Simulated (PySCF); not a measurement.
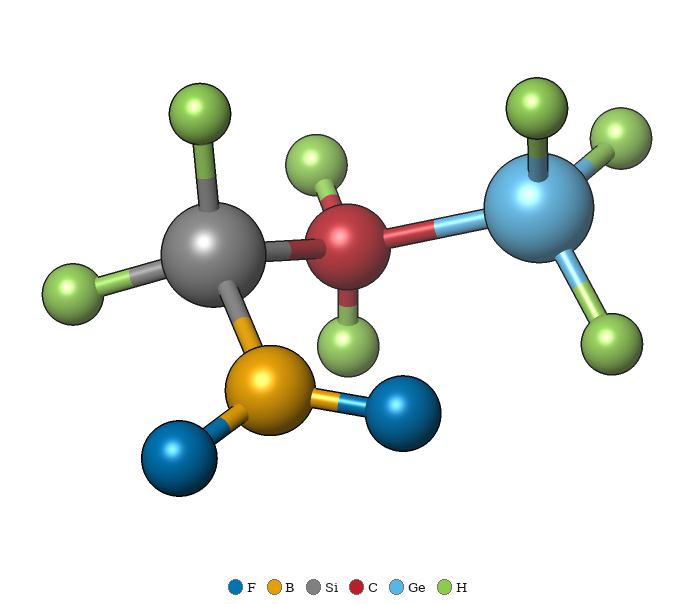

The geometry was computed by an optimisation with PBE0-D3(BJ)/def2-SVP. No frequency run is at hand to confirm it as a minimum.

Give the structural formula.

SMILES: FB(F)[SiH2][CH2][GeH3]

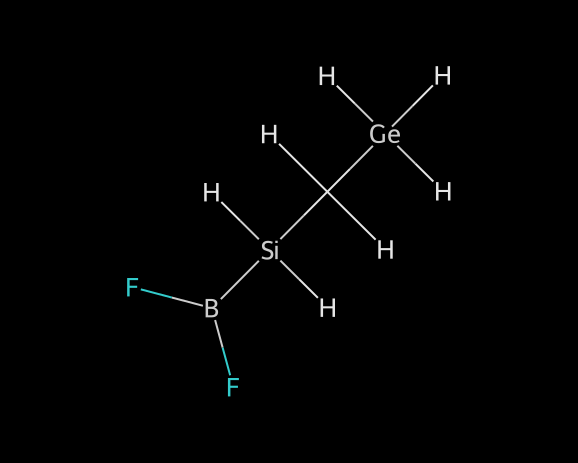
